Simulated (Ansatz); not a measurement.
The parent structure is PbF2 in the fluorite structure (space group Fm-3m, No. 225; a = 6.001 Å).

Now apply this change: the cell is scaled by 1.0165 in all directions, atoms relaxed at fixed cell.

Method: Ansatz (a quantum-chemistry and plane-wave program) PBE, no SOC.

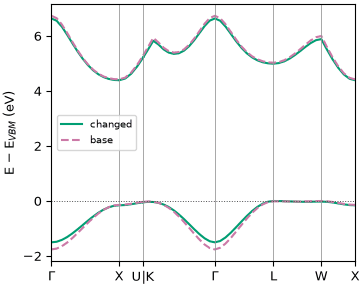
Highest valence and lowest conduction band along the path, each from its own valence-band maximum

Task: From the figure, how large is the changed gap, and is it direct?

Result: About 4.4 eV, indirect, L → X.

Spin-orbit coupling, missing from the scalar runs, can matter with Pb. The cells carry an imposed strain or load. No phonon test of stability was made.
